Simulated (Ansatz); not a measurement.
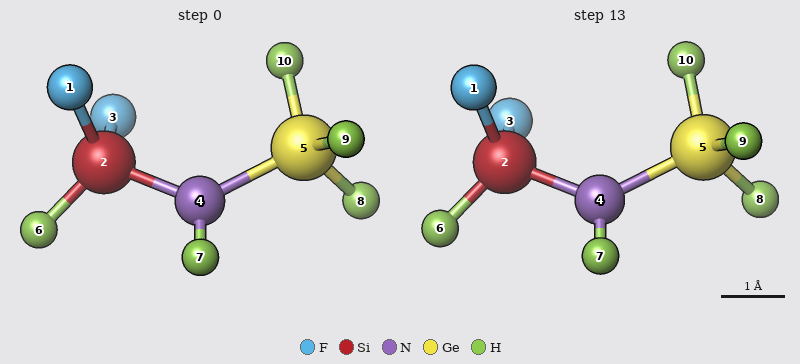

The structure of GeSiNH5F2 before (left) and after (right) a relaxation, at one scale.

The picture is a ball-and-stick view, seen at a tilt.

The start comes from PBE-D4/def2-SVP.

The calculation used RKS PBE0-D4/def2-TZVP (Ansatz 0.2.0).

Input file:
```yaml
crystal:
  periodic: [false, false, false]
  atoms:
    - {symbol: F, position_ang: [-1.083372, 0.684270, 2.196265]}
    - {symbol: Si, position_ang: [-0.711718, 1.235033, 0.705052]}
    - {symbol: F, position_ang: [0.738304, 1.954361, 0.904180]}
    - {symbol: N, position_ang: [-0.550828, -0.011429, -0.455768]}
    - {symbol: Ge, position_ang: [0.853789, -1.233708, -0.601305]}
    - {symbol: H, position_ang: [-1.751014, 2.223514, 0.304726]}
    - {symbol: H, position_ang: [-1.336701, -0.152375, -1.096652]}
    - {symbol: H, position_ang: [1.563498, -1.046867, -1.969262]}
    - {symbol: H, position_ang: [0.293710, -2.677297, -0.493663]}
    - {symbol: H, position_ang: [1.809632, -0.914901, 0.569626]}
basis:
  gaussian: {orbitals: def2-TZVP}
hamiltonian: {xc: pbe0, dispersion: d4}
relax: {f_tol: 0.005, max_steps: 150}
```

Run as
```bash
ansatz run in.yaml --threads 4 --pin off --events-out ev --progress --plain --max-ram 10444MiB
```

Q: Summarise the run.

A: F3 moves most after the best rigid fit: 0.083 Å. By element the largest moves are F 0.083 Å, H 0.063 Å, N 0.037 Å, Si 0.014 Å, Ge 0.014 Å. Among the contacts that change: F1–Si2 1.633 → 1.590 Å, Si2–N4 1.711 → 1.684 Å, Si2–H6 1.489 → 1.472 Å, N4–Ge5 1.868 → 1.852 Å. After 13 geometry steps the energy has fallen by 0.092 eV. The largest force component goes from 1.3 to 0.0043 eV/Å. The forces were under the threshold at step 6, but the run went on from there. The run took 32 s on 4 threads of Intel Xeon 6975P-C (shared host).
